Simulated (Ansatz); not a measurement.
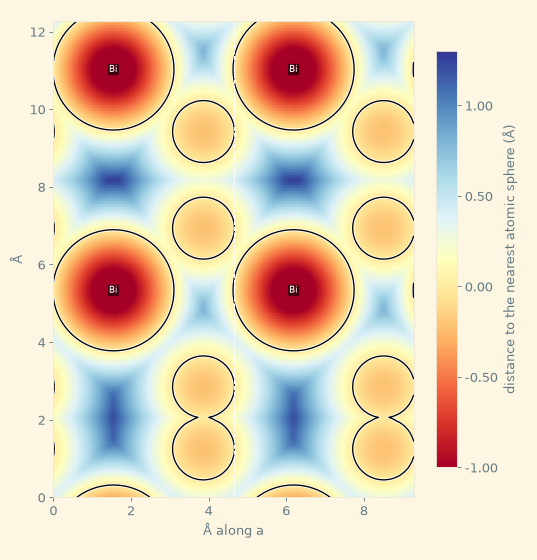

Map of the distance to the nearest atomic sphere in Bi in space group R-3m, computed on the section y = 0.667 (parallel to a and c; the dashed line is one cell). The black line marks the spheres' surfaces; positive values are empty space; unlabelled circles belong to atoms above or below the section.

Hard-sphere model; touching radii (half the shortest distance): Bi 1.56 Å.

Source of the atomic positions: the geometry relaxed at fixed volume with Ansatz, DFT PBE, spin-orbit coupling, plane waves, PAW.

```cif
data_structure
_symmetry_space_group_name_H-M 'P 1'
_symmetry_Int_Tables_number 1
_cell_length_a 4.6418
_cell_length_b 4.6418
_cell_length_c 12.2668
_cell_angle_alpha 90.000
_cell_angle_beta 90.000
_cell_angle_gamma 120.000
_cell_volume 228.90
loop_
_atom_site_label
_atom_site_type_symbol
_atom_site_fract_x
_atom_site_fract_y
_atom_site_fract_z
_atom_site_occupancy
Bi1 Bi 0.33333 0.66667 0.89855 1
Bi2 Bi 0.00000 0.00000 0.76812 1
Bi3 Bi 0.00000 0.00000 0.23188 1
Bi4 Bi 0.66667 0.33333 0.10145 1
Bi5 Bi 0.66667 0.33333 0.56522 1
Bi6 Bi 0.33333 0.66667 0.43478 1
```

Q: Where is the largest hole in this section, and how large is it?

A: At 0.327, 0.667, 0.667 (fractional), where the distance reaches 1.28 Å; it is enclosed by 8 Bi. It is the largest hole of the crystal.

Q: How much of the crystal lies outside the spheres?

A: About 58 % of the cell's volume, and 59 % of this section's area.

Q: What can pass through?

A: The largest sphere that fits anywhere has a diameter of 2.57 Å; the largest that can travel through the crystal, about 1.6 Å.
